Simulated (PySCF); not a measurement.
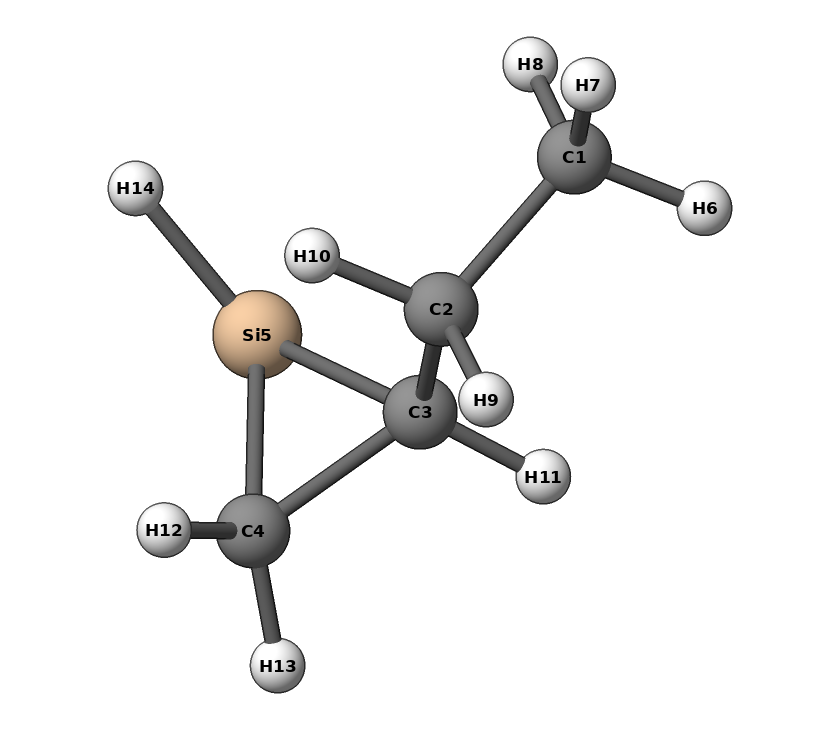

The questions are on Mulliken spin populations. State: neutral, doublet. The computed structure is the end point of a GFN2-xTB optimisation. No frequency run is at hand to confirm it as a minimum. Level of theory: UKS B3LYP, pcH-1 on C H Si, non-relativistic (PySCF 2.14.0).

> Which atom carries the largest spin population?

Si5 (0.85 e).

> Which atom has the lowest spin population?

C1, C2, H6, H7, H8, H10, H11, H12 (0.00 e).

List the Mulliken spin populations.

```json
{"atom": "C1", "value (e)": "0.00"}
{"atom": "C2", "value (e)": "0.00"}
{"atom": "C3", "value (e)": "0.06"}
{"atom": "C4", "value (e)": "0.02"}
{"atom": "Si5", "value (e)": "0.85"}
{"atom": "H6", "value (e)": "0.00"}
{"atom": "H7", "value (e)": "0.00"}
{"atom": "H8", "value (e)": "0.00"}
{"atom": "H9", "value (e)": "0.01"}
{"atom": "H10", "value (e)": "0.00"}
{"atom": "H11", "value (e)": "0.00"}
{"atom": "H12", "value (e)": "0.00"}
{"atom": "H13", "value (e)": "0.01"}
{"atom": "H14", "value (e)": "0.07"}
```

Mulliken values depend strongly on the basis set. The geometry is semi-empirical. Around Si such bond lengths and angles can be off by a tenth of an ångström or more and by several degrees, and values that hang on the shape move with them.
